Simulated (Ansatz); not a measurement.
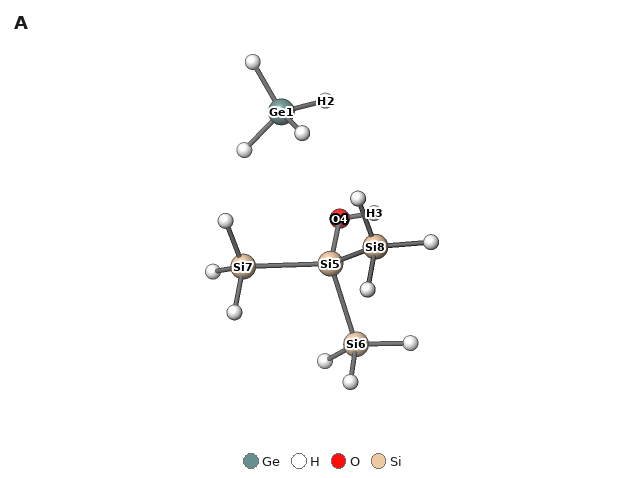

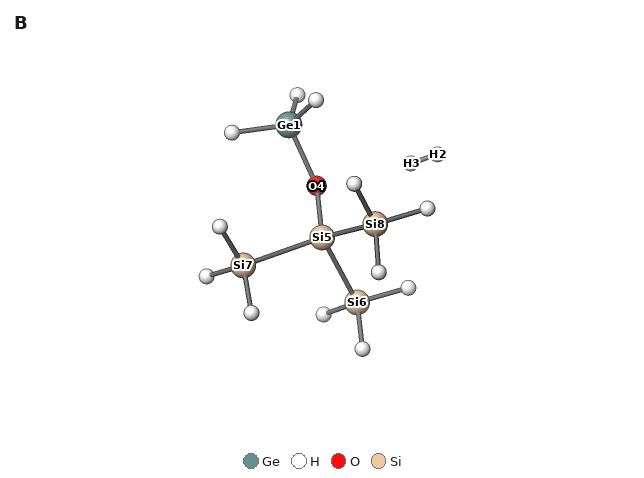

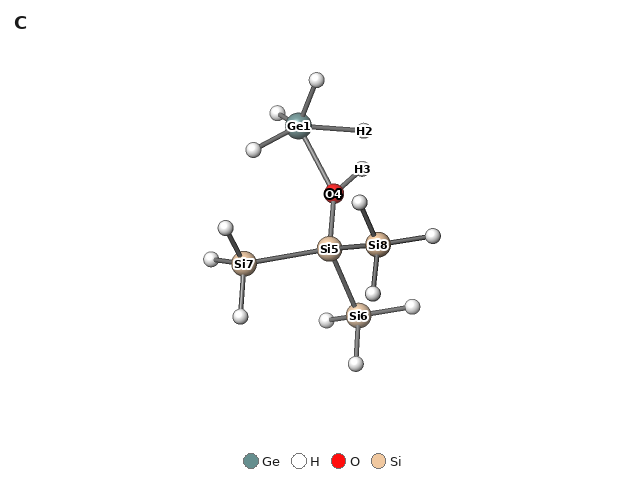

Three stationary points along one reaction path, in mixed order. Sticks follow a distance rule, so a partial bond may show as a full stick or not at all. The species is neutral and a spin singlet. Geometries: PBE0-D4/def2-TZVP; all other levels are single points on them, and energies count from the start as drawn. Program: Ansatz 0.2.0. In CBS estimates cores are frozen, and CCSD(T) − MP2 is taken in the smaller basis.

> Which panel shows the transition state?

C.

> Which bonds form and which break from A to B?

Formed: Ge1–O4, H2–H3; broken: Ge1–H2, H3–O4. At the saddle point Ge1···O4 is 2.03 Å, H2···H3 is 1.09 Å, Ge1···H2 is 1.87 Å, H3···O4 is 1.14 Å.

Give the electronic barrier and the reaction energy from A to B in eV (no zero-point energy) with CCSD(T)/CBS (MP2 limit from def2-TZVPP and def2-QZVPP plus CCSD(T) − MP2); PBE-D4/def2-TZVPP.

| level | barrier | reaction energy |
| --- | --- | --- |
| CCSD(T)/CBS (MP2 limit from def2-TZVPP and def2-QZVPP plus CCSD(T) − MP2) | 2.089 | −0.127 |
| PBE-D4/def2-TZVPP | 1.709 | −0.049 |
